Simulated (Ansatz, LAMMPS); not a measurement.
# Amorphous polyacrylonitrile (as short chains C14N4H18), from a frame at 400 K (108 atoms): geometry optimisation

Wanted: the relaxed structure of amorphous polyacrylonitrile (as short chains C14N4H18), from a frame at 400 K (108 atoms) and its electronic structure.

Method: Kohn-Sham DFT, PBE+D3(BJ), PAW (set soft_2), plane waves, in Ansatz 0.2.0.

## (1) Starting point

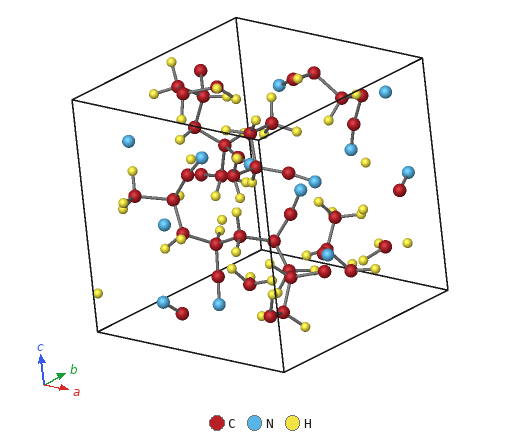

The cell as given, slightly off an axis (carbon red, nitrogen blue, hydrogen yellow). Bonds to atoms that aren't drawn are left out. Some periodic images of atoms are drawn too.

The cell holds 108 atoms: 42 C, 12 N and 54 H. Its edges and angles: a = 10.456 Å, b = 10.456 Å, c = 10.456 Å, α = 90.0°, β = 90.0°, γ = 90.0°. 3 polyacrylonitrile chains of 4 units with methyl end groups placed at random, at 1.06 g/cm³; overlaps pushed apart, then 20 ps at 800 K with MMFF94 bonds, angles, torsions, charges and radii (Halgren, J. Comput. Chem. 17, 490 (1996)) in harmonic and 12-6 forms. Snapshot after 30 ps at 400 K and fixed volume.

Limits known from the start: The network of contacts between molecules at the start is that of the classical potential that made the cell. Only the Γ point is sampled, in a cell whose shortest periodic width is 10 Å.

## (2) Making the structure

A classical potential supplies the starting structure, since it reaches far longer times than DFT.

This step: classical MD, MMFF94 bonds, angles, torsions, charges and radii (Halgren, J. Comput. Chem. 17, 490 (1996)) in harmonic and 12-6 forms; charges of ions scaled by 0.8 (LAMMPS 22 Jul 2025 - Update 4).

The input, in.lmp:

```
# amorphous polyacrylonitrile
units real
atom_style full
boundary p p p
bond_style harmonic
angle_style harmonic
dihedral_style opls
improper_style harmonic
special_bonds lj 0 0 0.5 coul 0 0 0.75
read_data data.lmp
neigh_modify delay 0 every 1 check yes one 4000
comm_modify cutoff 12.0
timestep 0.5
thermo_style custom step time temp pe press density
thermo_modify norm yes
# push overlapping molecules apart
pair_style soft 2.6
pair_coeff * * 0.0
variable a equal ramp(1,60)
fix ad all adapt 1 pair soft a * * v_a
velocity all create 800 652225 mom yes dist gaussian
fix lim all nve/limit 0.03
fix lan all langevin 800 800 50 652226 zero yes
thermo 1000
run 3000 post no
unfix ad
pair_style lj/cut/coul/long 9.0
pair_modify mix arithmetic tail yes
pair_coeff 1 1 0.0678 3.3680   # C
pair_coeff 2 2 0.0678 3.5530   # C
pair_coeff 3 3 0.0721 3.3270   # N
pair_coeff 4 4 0.0216 2.5400   # H
kspace_style pppm 1.0e-4
thermo 100
# [... 16 lines left out ...]
compute msd all msd com yes
thermo 7500
fix md all nvt temp 400 400 100
run 30000 post no
print "== T400: mean square displacement over the hold $(c_msd[4]:%.2f) A^2"
unfix md
uncompute msd
write_dump all custom T400.dump id type xs ys zs modify sort id
```

The run is started by

```
$ lmp -in in.lmp -log none -nocite
```

Numbers of over 12 decimals in the logs are rounded to 6 here.

The program printed:

```text
LAMMPS (22 Jul 2025 - Update 4)
Reading data file ...
  orthogonal box = (0 0 0) to (10.45608 10.45608 10.45608)
  108 atoms
  orthogonal box = (0 0 0) to (10.45608 10.45608 10.45608)
  105 bonds
  192 angles
  243 dihedrals
   Step          Time           Temp          PotEng         Press         Density
         0   0              800            0.60562027    -10362.182      1.0559993
      1000   500            610.88595      2.4593844      10401.167      1.0559993
      2000   1000           617.65976      2.4841145      36101.075      1.0559993
      3000   1500           580.43189      2.1916858      21464.595      1.0559993
[... 37 lines left out ...]
[... 4 lines left out ...]
Loop time of 7.53566 s on 1 MPI rank(s) for 20000 steps with 108 atoms
   Step          Time           Temp          PotEng         Press         Density
[... 2 lines left out ...]
     52500   51500          415.79695      0.065059928    11334.069      1.0559993
     60000   59000          339.10772      0.084574263   -2451.2746      1.0559993
     67500   66500          372.96992      0.22939242     11724.419      1.0559993
     72000   71000          407.7116       0.33461588     19428.274      1.0559993
WARNING: Bond/angle/dihedral extent > half of periodic box length
Loop time of 10.9236 s on 1 MPI rank(s) for 30000 steps with 108 atoms
== T400: mean square displacement over the hold 0.54 A^2
```

Wall time 27 s (1 thread of Arm Neoverse V2, shared host); peak memory 0.12 GiB.

The input also reads data.lmp (atoms, bonds and types; not printed here).

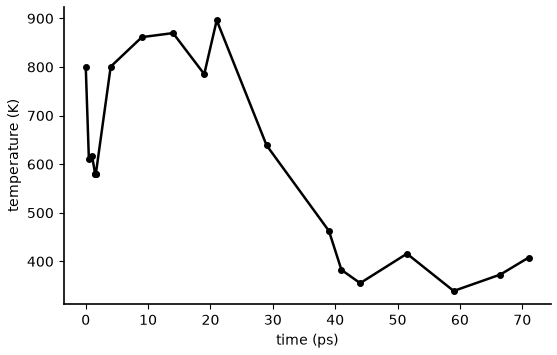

Temperature, plotted against time.

## (3) Single point at the start

A single point comes first, to see the forces before anything moves.

The input, input.yaml:

```yaml
crystal:
  lattice:
    - [10.45608, 0.0, 0.0]
    - [0.0, 10.45608, 0.0]
    - [0.0, 0.0, 10.45608]
  atoms:
    - { symbol: C, position: [0.91725, 0.04382, 0.21168] }
    - { symbol: C, position: [0.86652, 0.17398, 0.17376] }
    - { symbol: C, position: [0.85108, 0.25633, 0.29244] }
    - { symbol: C, position: [0.97858, 0.32112, 0.31686] }
    - { symbol: "N", position: [0.06962, 0.38151, 0.33819] }
    - { symbol: C, position: [0.74833, 0.35814, 0.26669] }
    - { symbol: C, position: [0.64892, 0.3952, 0.36354] }
    - { symbol: C, position: [0.70563, 0.44856, 0.47126] }
    - { symbol: "N", position: [0.74963, 0.47595, 0.57318] }
    - { symbol: C, position: [0.57413, 0.27997, 0.41259] }
    - { symbol: C, position: [0.44468, 0.27358, 0.35859] }
    - { symbol: C, position: [0.45999, 0.24814, 0.23066] }
    - { symbol: "N", position: [0.47925, 0.21613, 0.1249] }
    - { symbol: C, position: [0.36416, 0.17277, 0.42455] }
    - { symbol: C, position: [0.29636, 0.20983, 0.54663] }
    - { symbol: C, position: [0.37194, 0.22879, 0.65937] }
    - { symbol: "N", position: [0.44176, 0.24846, 0.73917] }
    - { symbol: C, position: [0.19105, 0.10136, 0.58205] }
    - { symbol: H, position: [0.00796, 0.01809, 0.16095] }
    - { symbol: H, position: [0.94975, 0.03619, 0.31367] }
    - { symbol: H, position: [0.84212, 0.96253, 0.18884] }
    - { symbol: H, position: [0.92352, 0.23231, 0.10044] }
    - { symbol: H, position: [0.76766, 0.15213, 0.14825] }
    - { symbol: H, position: [0.81162, 0.18449, 0.36903] }
    - { symbol: H, position: [0.80329, 0.44803, 0.24649] }
    - { symbol: H, position: [0.70594, 0.32253, 0.1774] }
    - { symbol: H, position: [0.57557, 0.47162, 0.32833] }
    - { symbol: H, position: [0.62612, 0.19289, 0.38521] }
    - { symbol: H, position: [0.5721, 0.2783, 0.51658] }
    - { symbol: H, position: [0.38975, 0.36174, 0.37608] }
    - { symbol: H, position: [0.43041, 0.08938, 0.44243] }
    - { symbol: H, position: [0.28927, 0.13935, 0.35958] }
    - { symbol: H, position: [0.25099, 0.29577, 0.52592] }
    - { symbol: H, position: [0.15859, 0.13765, 0.67167] }
    - { symbol: H, position: [0.21529, 0.00418, 0.59145] }
    - { symbol: H, position: [0.11432, 0.10493, 0.51197] }
    - { symbol: C, position: [0.70276, 0.40098, 0.87908] }
    - { symbol: C, position: [0.70667, 0.2657, 0.88399] }
    - { symbol: C, position: [0.77673, 0.20318, 0.77303] }
    - { symbol: C, position: [0.90355, 0.25546, 0.75088] }
    - { symbol: "N", position: [0.99794, 0.30295, 0.71336] }
    - { symbol: C, position: [0.78102, 0.06339, 0.78654] }
    - { symbol: C, position: [0.64978, 0.99382, 0.7794] }
    - { symbol: C, position: [0.60164, 0.98032, 0.65239] }
    - { symbol: "N", position: [0.57878, 0.97258, 0.54149] }
    - { symbol: C, position: [0.66665, 0.85912, 0.81917] }
    - { symbol: C, position: [0.5644, 0.82216, 0.92279] }
    - { symbol: C, position: [0.43507, 0.83499, 0.86826] }
    - { symbol: "N", position: [0.33893, 0.85076, 0.82014] }
    - { symbol: C, position: [0.57979, 0.89444, 0.04785] }
    - { symbol: C, position: [0.53068, 0.81994, 0.15749] }
    - { symbol: C, position: [0.61343, 0.71027, 0.19299] }
    - { symbol: "N", position: [0.69649, 0.64725, 0.22383] }
    - { symbol: C, position: [0.52229, 0.89712, 0.26706] }
    - { symbol: H, position: [0.62639, 0.42837, 0.81008] }
    - { symbol: H, position: [0.78686, 0.45134, 0.84] }
    - { symbol: H, position: [0.67811, 0.44064, 0.97222] }
    - { symbol: H, position: [0.61069, 0.22773, 0.89454] }
    - { symbol: H, position: [0.77304, 0.23579, 0.96306] }
    - { symbol: H, position: [0.72488, 0.22587, 0.69034] }
    - { symbol: H, position: [0.83378, 0.03903, 0.87924] }
    - { symbol: H, position: [0.83249, 0.03314, 0.70988] }
    - { symbol: H, position: [0.57524, 0.04403, 0.82837] }
    - { symbol: H, position: [0.76238, 0.84506, 0.85642] }
    - { symbol: H, position: [0.65098, 0.7855, 0.74621] }
    - { symbol: H, position: [0.57191, 0.71793, 0.93633] }
    - { symbol: H, position: [0.5136, 0.97529, 0.03714] }
    - { symbol: H, position: [0.67815, 0.93261, 0.05949] }
    - { symbol: H, position: [0.44141, 0.79321, 0.1254] }
    - { symbol: H, position: [0.61944, 0.94699, 0.2797] }
    - { symbol: H, position: [0.44421, 0.96588, 0.25274] }
    - { symbol: H, position: [0.50182, 0.83308, 0.35312] }
    - { symbol: C, position: [0.34674, 0.5455, 0.07214] }
    - { symbol: C, position: [0.36045, 0.46654, 0.95263] }
    - { symbol: C, position: [0.2316, 0.40203, 0.92428] }
    - { symbol: C, position: [0.1997, 0.29164, 0.01021] }
    - { symbol: "N", position: [0.17867, 0.21113, 0.08435] }
    - { symbol: C, position: [0.11838, 0.49602, 0.90145] }
    [... 24 atom lines left out ...]
    - { symbol: H, position: [0.20579, 0.737, 0.41967] }
    - { symbol: H, position: [0.17246, 0.58753, 0.40713] }
    - { symbol: H, position: [0.94628, 0.61788, 0.47375] }
    - { symbol: H, position: [0.88861, 0.74744, 0.27189] }
    - { symbol: H, position: [0.06086, 0.72745, 0.23616] }
    - { symbol: H, position: [0.94291, 0.58926, 0.26356] }
kpoints:
  mp_grid: { grid: [1, 1, 1] }
hamiltonian:
  xc: pbe
  dispersion: d3bj
scf:
  occupations: { method: fermi_dirac, width: 0.025 }
output:
  forces: true
  stress: true
  populations: true
  dos:
    method: { smearing: { sigma: 0.08 } }
    de: 0.1
    projected: { site_lists: { C: [C], H: [H], "N": ["N"] } }
  eigenvalues: true
```

The run is started by

```
$ ansatz run input.yaml --threads 4 --pin off --max-ram 8192MiB --backend cpu --events-out ev --progress --plain --runs-dir out
```

The program printed:

```text
Engine: ansatz 0.2.0, aarch64-unknown-linux-gnu
Pseudopotentials: kind: paw
Pseudopotential: C, paw, valence charge 4, recommended cutoff 420 eV (normal), C.paw.azcp
Pseudopotential: N, paw, valence charge 5, recommended cutoff 420 eV (normal), N.paw.azcp
Pseudopotential: H, paw, valence charge 1, recommended cutoff 420 eV (normal), H.paw.azcp
Functional definition: PBE
  parameter kappa = 0.804
  parameter beta = 0.066725
  exchange = pbe_x(kappa = kappa, mu = beta*pi^2/3)
  correlation = pbe_c(beta = beta)
Crystal: 108 atoms, lattice volume = 1143.159 Å³
Basis set: ecut = 420 eV, 22335 PW (Γ), exchange–correlation on 144×144×144 points (8 copies of the dense FFT grid, shifted against one another)
Bands: 249, of which v1, the nominal top of the filled ones, is band 141 counted from 1 (140 counted from 0)
Symmetry: 1 space group operations
Space group: P1 (ITA 1), of the structure as read, at distance tolerance 1.0e-4 Å
k-points: 1
Non-local potential: C, projectors of the file, l = 0: 2, l = 1: 2, l = 2: 1
Non-local potential: N, projectors of the file, l = 0: 2, l = 1: 2, l = 2: 1
Non-local potential: H, projectors of the file, l = 0: 2, l = 1: 1
PAW form: soft (Blöchl's): semilocal exchange-correlation on the pseudo side does not see the compensation charge
PAW one-centre angular grid: C, 110 points (default); XC on 64 Gauss nodes
PAW one-centre angular grid: N, 110 points (default); XC on 64 Gauss nodes
PAW one-centre angular grid: H, 110 points (default); XC on 64 Gauss nodes
Initial density: superposition of atomic densities (neutral atoms: chi_scale 0, normalization atom), corrected by the library's trained network
Initial wavefunctions: pseudopotential atomic-orbital guess
Functional: x = pbe(κ = 0.804, μ = 0.219515), c = pbe(β = 0.066725)
SCF iter   1: F=—  HF=-16004.296721 eV  |F-HF|=—  |Δ(HF+E_count)|=         —  Δρ=5.49e-3  dr2=5.05e-1  ethr=1.77e-3  ⟨swp⟩=6.0  Hψ=1151  notcnv=0  defer=34
preconditioner: auto → Resta (q_TF=auto, 2.161 Å⁻¹)  ε∞=2.5  [insulator: Δε(μ)=5.907 eV  Ē_g=15.085 eV  σ=0.025 eV  W_gap=1.00  n_scr=178 (ndim 8)  ℏωp=18.4 eV  f_vac=0.213  D(μ)=0.00/eV (n_scr^D=0)  ε∞_Penn≈2.5]
SCF iter   2: F=—  HF=-16004.251507 eV  |F-HF|=—  |Δ(HF+E_count)|=   4.52e-2  Δρ=3.14e-3  dr2=1.27e-1  ethr=1.79e-4  ⟨swp⟩=2.0  Hψ=429  notcnv=0  defer=103
SCF iter   3: F=—  HF=-16004.243733 eV  |F-HF|=—  |Δ(HF+E_count)|=   7.77e-3  Δρ=1.53e-3  dr2=3.71e-2  ethr=4.52e-5  ⟨swp⟩=4.0  Hψ=290  notcnv=0  defer=103
SCF iter   4: F=—  HF=-16004.244015 eV  |F-HF|=—  |Δ(HF+E_count)|=   2.82e-4  Δρ=5.71e-4  dr2=7.01e-3  ethr=1.32e-5  ⟨swp⟩=3.0  Hψ=290  notcnv=0  defer=103
SCF iter   5: F=—  HF=-16004.244243 eV  |F-HF|=—  |Δ(HF+E_count)|=   2.28e-4  Δρ=2.88e-4  dr2=1.43e-3  ethr=2.49e-6  ⟨swp⟩=3.0  Hψ=289  notcnv=0  defer=103
SCF iter   6: F=—  HF=-16004.244121 eV  |F-HF|=—  |Δ(HF+E_count)|=   1.21e-4  Δρ=1.21e-4  dr2=2.29e-4  ethr=5.06e-7  ⟨swp⟩=2.0  Hψ=287  notcnv=0  defer=103
SCF iter   7: F=—  HF=-16004.244107 eV  |F-HF|=—  |Δ(HF+E_count)|=   1.48e-5  Δρ=3.59e-5  dr2=2.00e-5  ethr=8.11e-8  ⟨swp⟩=2.0  Hψ=276  notcnv=0  defer=103
SCF iter   8: F=—  HF=-16004.245116 eV  |F-HF|=—  |Δ(HF+E_count)|=   1.01e-3  Δρ=2.73e-5  dr2=1.07e-5  ethr=7.09e-9  ⟨swp⟩=2.0  Hψ=388  notcnv=0  defer=103
SCF iter   9: F=—  HF=-16004.245115 eV  |F-HF|=—  |Δ(HF+E_count)|=   1.37e-6  Δρ=5.51e-6  dr2=3.80e-7  ethr=3.79e-9  ⟨swp⟩=2.0  Hψ=285  notcnv=0  defer=103
SCF iter  10: F=-16004.245115 eV  HF=-16004.245115 eV  |F-HF|=3.41e-8  |Δ(HF+E_count)|=   1.03e-7  Δρ=2.54e-6  dr2=8.86e-8  ethr=3.55e-11  ⟨swp⟩=14.0  Hψ=1509  notcnv=0
SCF 1 converged in 10 iterations: F = -16004.245115 eV  dr2 = 8.86e-8
  greatest PAW one-centre occupation: 0.847 electrons in one spin orbital (limit 2), on the N atom at site 52 (counted from 0), in its partial waves of l = 0
SCF converged after 10 iterations
Free energy (F): -16004.245115 eV
Harris-Foulkes:  -16004.245115 eV  (|F-HF|=3.41e-8)
Internal energy: -16004.245115 eV  (E = F + TS)
E sigma→0 (E₀):  -16004.245115 eV
Fermi energy:    1.160272 eV
--- Per-component energies (eV) ---
  E_band       = -2071.980906
  E_kinetic    = 6118.739837
  E_local      = -18304.043935  (includes V_loc(G=0)·N_el)
  E_nonlocal   = 1820.479666
  E_hartree    = 6434.157277
  E_xc         = -3209.872816
  E_vxc        = -4017.319865  (∫ρ·V_xc dr)
  E_paw        = -5734.063815  (= ΣΔE_a)
  E_vpaw       = -558.077745  (= ΣTr[D̂ρ^β])
  E_aug_tail   = -0.072745  (compensation charges beyond the density's cutoff)
  E_ewald      = -3122.975973
  E_disp       = -6.592611  (pairwise vdW)
  E_smearing   = -0.000000  (= −TS)
  E_closure    = -0.000000  (closes the sum)
  Σ components = -16004.245115   (vs F -16004.245115, Δ=0.00e0)
--- Forces (eV/Å), atoms counted from 1 ---
  atom   1  C      1.02971785    -2.25045739    -0.50894710
  atom   2  C      0.17595417    -0.06265294     0.01293072
  atom   3  C      0.02565735    -0.27374679     1.46533025
  atom   4  C     -1.42306376    -0.69357780     1.08946538
  atom   5  N      0.01304503    -0.28959659    -0.20658555
  atom   6  C      1.39379057     1.52715341    -1.73058532
  atom   7  C     -1.76534328     0.21067129    -0.94438838
  atom   8  C      2.43752028     1.74094049     5.24172136
  atom   9  N     -0.99992160    -0.40862778    -3.02908205
  atom  10  C      1.28442185    -0.36936124     0.91898945
  atom  11  C     -1.92339447     0.85433114     2.38925541
  atom  12  C     -0.04825096    -1.03847189    -4.37099819
  atom  13  N     -0.04635917     0.38702894     0.99633088
  atom  14  C      0.88399249    -2.28543869    -0.07076825
[...]
atom 107  H     -1.08269564    -0.33677207     0.15803124
  atom 108  H      1.06585463     1.81470983     0.23305344
  max |Σ_I F_I| component: 1.92e-4 eV/Å
--- Stress (GPa, compression-positive) ---
        1.623274      -1.846743       0.792289
       -1.846744       4.147184       1.537020
        0.792289       1.537021       5.436524
  P = ⅓ Tr σ = 3.7357 GPa (37.357 kbar)
--- Band table (eV) ---
  k-point 0: bands = ["-18.0760", "-17.9404", "-17.8309", "-17.7988", [... 233 levels ...], "10.4958", "10.5848", "10.6148", "10.6608", "10.7510", "10.7928", "10.8388", "10.8896", "10.9330", "11.0076", "11.0509", "11.1454"]
--- Löwdin populations: 108 sites ---
  site symbol       q [e]
     0      C      4.4325
     1      C      4.2362
     2      C      4.1017
[...]
107      H      0.8285
  spilling = 0.012499 (of n_electrons = 282.000000)
```

The job ended after 8.7 s (4 threads of Arm Neoverse V2, shared host; peak memory 1.1 GiB).

The run gave:

```
free energy                                      : -16004.2451 eV
free energy per atom                             : -148.1875 eV/atom
SCF cycles                                       : 10
pressure                                         : 3.736 GPa
r.m.s. force component                           : 1.222 eV/Å
longest force                                    : 6.037 eV/Å
Fermi energy                                     : 1.16 eV
gap (highest filled to lowest empty level) : 5.788 eV
spilling of the projection                       : 0.0125
```

The r.m.s. force component of 1.2 eV/Å and the pressure of 3.7 GPa set the starting point.

Neighbours are counted within 1.34 Å (H-C), 1.85 Å (C-C), 1.62 Å (C-N).

Length of the force by element and coordination:

| element | coordination | atoms | mean length of the force (eV/Å) | spread | least | most |
| --- | --- | --- | --- | --- | --- | --- |
| C | all | 42 | 2.48 | 1.18 | 0.187 | 6.04 |
| C | 2 | 12 | 2.86 | 1.52 | 1.01 | 6.04 |
| C | 4 | 30 | 2.33 | 0.970 | 0.187 | 4.63 |
| H | all | 54 | 1.17 | 0.769 | 0.104 | 3.44 |
| N | all | 12 | 1.84 | 1.31 | 0.315 | 4.32 |

(Continued in part 2 of 3.)

[Logs are printed without paths, hosts, clocks, repeated set-up lines and the standing remarks that a program may print on its own settings, such as how far it seeks lower states.]

[Hosts, paths, dates, database ids (printed as entryN), source tags and the programs' standing remarks are cut or masked in the printed files.]

[The MMFF94 radii named for the starting cell were scaled by 0.96; in molecules described by MMFF94, hydrogen bound to N, O or S took a small fixed 12-6 site in their place.]
